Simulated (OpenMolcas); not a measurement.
# NH+ (SMILES [NH+]): levels of theory compared

We compute a comparison of 6 runs (ROHF/6-31G**, UB3LYP/6-31G**, UM06-2X/6-31G**, UPBE/6-31G**, USVWN5/6-31G**, ROCCSD(T)/6-31G**) of NH+. 

The calculation is run with OpenMolcas 26.06.

## (1) Starting point

NH+: 2 atoms, total charge +1, spin state doublet. As SMILES, `[NH+]`. The N1–H2 distance was set to 1.912 Å, away from the relaxed value.

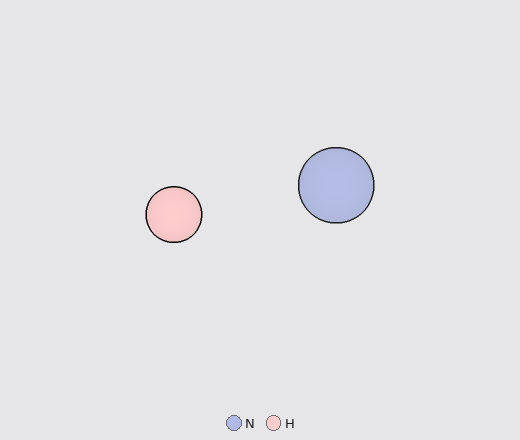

Viewed from a chosen angle; nitrogen light blue, hydrogen pink.

## (2) A single-point energy at ROHF/6-31G(d,p) (spherical functions) (run 1)

File step1.inp:

```
&GATEWAY
 BasLib=$CurrDir
 Coord
 2
 angstrom
 N        0.000000       0.000000      -0.819450
 H        0.000000       0.000000       1.092650
 Basis=6-31Gss
 Group=NoSym

&SEWARD

&SCF
 UHF
 Charge=1
 Spin=2
 PrOrbitals=1 1

&RASSCF
 FileOrb=$Project.UnaOrb
 Spin=2
 Nactel=1 0 0
 Inactive=3
 Ras2=1
 OutOrbitals=Canonical
 OrbListing=Nothing
```

The basis set 6-31G** is read from a file made from the Basis Set Exchange's data (not shown).

Run with:

```
$ export MOLCAS_MEM=1860
$ pymolcas step1.inp > step1.log
```

Log:

```text
--- Start Module: gateway ---
[...]
--- Stop Module: gateway /rc=_RC_ALL_IS_WELL_ ---
[...]
      Basis functions           19
[...]
--- Start Module: scf ---
[...]
       Convergence after  21 Iterations
[...]
::    Total SCF energy                                -54.3893814537
[...]
      Total spin, S                                     0.7871510462
[...]
--- Stop Module: scf /rc=_RC_ALL_IS_WELL_ ---
--- Start Module: rasscf ---
[...]
      Number of active orbitals                  1
[...]
      Spin quantum number                      0.5
[...]
      Active orbitals                            1
[...]
      Number of CSFs                             1
[...]
      Number of root(s) required                 1
[...]
      Convergence after 10 iterations
[...]
      printout of CI-coefficients larger than  0.05 for root  1
      energy=     -54.354969
      conf/sym  1     Coeff  Weight
             1  u   1.00000 1.00000
      Natural orbitals and occupation numbers for root  1
      sym 1:   1.000000
      ************************************************************************************************************************
      *                                                    Final results                                                     *
[...]
::    RASSCF root number  1 Total energy:    -54.35496895
[...]
      Total electronic charge=    7.000000
      Total            charge=    1.000000
[...]
      Dipole Moment (debye):
      Origin of the operator (angstrom)=    0.0000    0.0000   -0.6911
                   X=  1.0258E-13               Y=  5.5528E-13               Z=  4.8277E+00           Total=  4.8277E+00
      Center of Charge (angstrom)
[...]
--- Stop Module: rasscf /rc=_RC_ALL_IS_WELL_ ---
[...]
```

Wall time 2.7 s (1 thread of Arm Neoverse V1, shared host); peak memory 0.37 GiB.

## (3) The energy at UB3LYP/6-31G(d,p) (spherical functions) (run 2)

File job.input:

```
&GATEWAY
  BasLib
  $CurrDir
  Coord
  2
  angstrom
  N        0.000000       0.000000      -0.819450
  H        0.000000       0.000000       1.092650
  Basis
  6-31Gss
  Group
  NoSym

&SEWARD
  GridInput
  Grid=UltraFine
  End of Grid

&SCF
  UHF
  Charge
  1
  Spin
  2
  KSDFT
  B3LYP
  Thresholds
  1e-10 1e-07 1e-07 1e-05
  PrOrbitals
  1 1
```

The basis set 6-31G** is read from a file made from the Basis Set Exchange's data (not shown).

Run with:

```
$ export MOLCAS_MEM=1860
$ pymolcas job.input > job.log
```

Log:

```text
--- Start Module: gateway ---
[...]
--- Stop Module: gateway /rc=_RC_ALL_IS_WELL_ ---
--- Start Module: seward ---
[...]
      Basis functions           19
--- Stop Module: seward /rc=_RC_ALL_IS_WELL_ ---
--- Start Module: scf ---
[...]
       Convergence after  23 Iterations
[...]
::    Total KS-DFT energy                             -54.6244472086
[...]
      Total spin, S                                     0.5935211244
[...]
      Total electronic charge=    7.000000
      Total            charge=    1.000000
[...]
      Dipole Moment (debye):
      Origin of the operator (angstrom)=    0.0000    0.0000   -0.6911
                   X=  3.4457E-17               Y= -1.4451E-17               Z=  3.4848E+00           Total=  3.4848E+00
      Center of Charge (angstrom)
[...]
--- Stop Module: scf /rc=_RC_ALL_IS_WELL_ ---
[...]
```

Run time: 6.9 s. Hardware: 1 thread of Arm Neoverse V1, shared host; peak memory 0.37 GiB.

Runs 3 to 5 aren't shown in full; the table further down has their settings and results.

## (4) The energy at ROCCSD(T)/6-31G(d,p) (spherical functions) (run 6)

File job.input:

```
&GATEWAY
 BasLib = $CurrDir
 Coord
 2
 angstrom
 N        0.000000       0.000000      -0.819450
 H        0.000000       0.000000       1.092650
 Basis = 6-31Gss
 Group = NoSym

&SEWARD

&SCF
 UHF
 Charge = 1
 Spin = 2
 Thresholds = 1e-10 1e-07 1e-07 1e-05
 PrOrbitals = 1 1

&RASSCF
 FileOrb = $Project.UnaOrb
 Spin = 2
 Nactel = 1 0 0
 Inactive = 3
 Ras2 = 1
 OutOrbitals = Canonical
 OrbListing = Nothing

&MOTRA
 JobIph
 Frozen = 1

&CCSDT
 CCT
 Triples = 3
 Iterations = 80
 Accuracy = 1e-08
 Extrapolation = 5 4
```

The basis set 6-31G** is read from a file made from the Basis Set Exchange's data (not shown).

Run with:

```
$ export MOLCAS_MEM=1860
$ pymolcas job.input > job.log
```

Log:

```text
--- Start Module: gateway ---
[...]
--- Stop Module: gateway /rc=_RC_ALL_IS_WELL_ ---
[...]
      Basis functions           19
[...]
       Convergence after  23 Iterations
[...]
::    Total SCF energy                                -54.3893814537
[...]
      Total spin, S                                     0.7871515804
[...]
      Number of active orbitals                  1
[...]
      Spin quantum number                      0.5
[...]
      Active orbitals                            1
[...]
      Number of CSFs                             1
[...]
      Number of root(s) required                 1
[...]
      Convergence after 10 iterations
[...]
      printout of CI-coefficients larger than  0.05 for root  1
      energy=     -54.354969
      conf/sym  1     Coeff  Weight
             1  u   1.00000 1.00000
      Natural orbitals and occupation numbers for root  1
      sym 1:   1.000000
      ************************************************************************************************************************
      *                                                    Final results                                                     *
[...]
::    RASSCF root number  1 Total energy:    -54.35496895
[...]
      Total electronic charge=    7.000000
      Total            charge=    1.000000
[...]
      Dipole Moment (debye):
      Origin of the operator (angstrom)=    0.0000    0.0000   -0.6911
                   X=  3.1869E-13               Y=  1.1354E-14               Z=  4.8277E+00           Total=  4.8277E+00
      Center of Charge (angstrom)
[...]
--- Start Module: motra ---
[...]
      *** WARNING: Default frozen orbitals is overwritten by user input.
      *** Default values:   1
[...]
--- Stop Module: motra /rc=_RC_ALL_IS_WELL_ ---
--- Start Module: ccsdt ---
[...]
      Convergence after                    28  Iterations
      Total energy (diff) :     -54.49733968       0.00000000
[...]
 METHOD                       : CCSD+T(CCSD)+<T3(1)WT1>+<T3(1)UT2> = CCSD(T)
[...]
       CCSD     =       -54.4973396753694
[...]
--- Stop Module: ccsdt /rc=_RC_ALL_IS_WELL_ ---
[...]
```

Run time: 2.9 s. Hardware: 1 thread of Arm Neoverse V1, shared host; peak memory 0.37 GiB.

## (5) The series

| run | level | integration grid | SCF convergence threshold | frozen core orbitals | energy (Eh) | wall time |
| --- | --- | --- | --- | --- | --- | --- |
| 1 | ROHF/6-31G** (spherical functions) | – | – | – | -54.354969 | 2.7 s |
| 2 | UB3LYP/6-31G** (spherical functions) | UltraFine | 1e-10 | – | -54.624447 | 6.9 s |
| 3 | UM06-2X/6-31G** (spherical functions) | UltraFine | 1e-10 | – | -54.594587 | 26 s |
| 4 | UPBE/6-31G** (spherical functions) | UltraFine | 1e-10 | – | -54.568237 | 5.1 s |
| 5 | USVWN5/6-31G** (spherical functions) | UltraFine | 1e-10 | – | -54.139365 | 4.8 s |
| 6 | ROCCSD(T)/6-31G** (spherical functions) | – | 1e-10 | 1 | -54.501582 | 2.9 s |

## (6) Summary of results

```
             quantity         value
  run 6: total energy  -54.50158 Eh
run 6: (T) correction     -4.24 mEh
```

Totals of different functionals can't be ranked against each other. Spin contamination of the reference: run 4 ⟨S²⟩ = 1.76, run 3 ⟨S²⟩ = 0.99, run 2 ⟨S²⟩ = 0.95. Values this far off mean a mixture of spin states, so those rows aren't the state named. All runs together took 49 s, the longest 26 s.
